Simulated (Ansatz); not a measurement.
# A thicker film of HfO2 (110) from five thinner ones

In a field along its normal an insulating film takes a dipole p. Written as a length, p/(ε₀AE), it should grow by 1 − 1/ε for each ångström added.

Set-up. Ansatz 0.2.0, plane waves with PAW datasets (its set soft_2), PBEsol; fluorite films relaxed at a bulk in-plane lattice constant near the measured one, then held in weak fields of both signs with a dipole correction (A is the cell's area, E the outer field).

```
     run  distance between the outer atoms (Å)  p/(ε₀AE) (Å)
 4 units                                 5.431         6.160
 5 units                                 7.122         7.746
 6 units                                 8.954         9.090
 7 units                                10.688        10.590
 9 units                                14.241        13.459
12 units                                19.564             ?
```

Q: Estimate the withheld value from the rows shown.

A least-squares line through the 5 rows shown has slope 0.8220 and intercept 1.7749; no row lies more than 0.117 Å off it. That slope means ε = 1/(1 − 0.8220) = 5.62. At 19.564 it gives 0.8220 × 19.564 + 1.7749 = 17.857 Å, beyond the rows fitted. Rounding and scatter of the rows alone allow about ±0.273 Å there.

The run itself gives 17.776 Å: a miss of −0.081 Å, or 0.5 % of the value. The length is met to within 1 %, though ε is more sensitive than the length: the two thickest films give ε = 5.29.

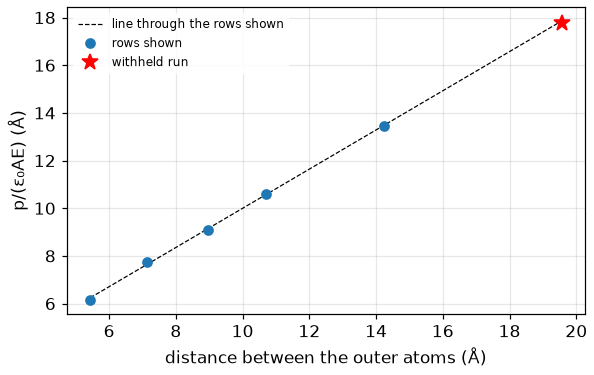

The fit and the withheld run.

Caveats: This is the electronic response alone. A unit is one step of the cut along the normal (a plane, a pair of planes or a cell), and the layers relax along it, away from their bulk spacing where the functional's lattice constant differs from the one held.

[Logs are printed without paths, hosts, clocks, repeated set-up lines and the standing remarks that a program may print on its own settings, such as how far it seeks lower states.]
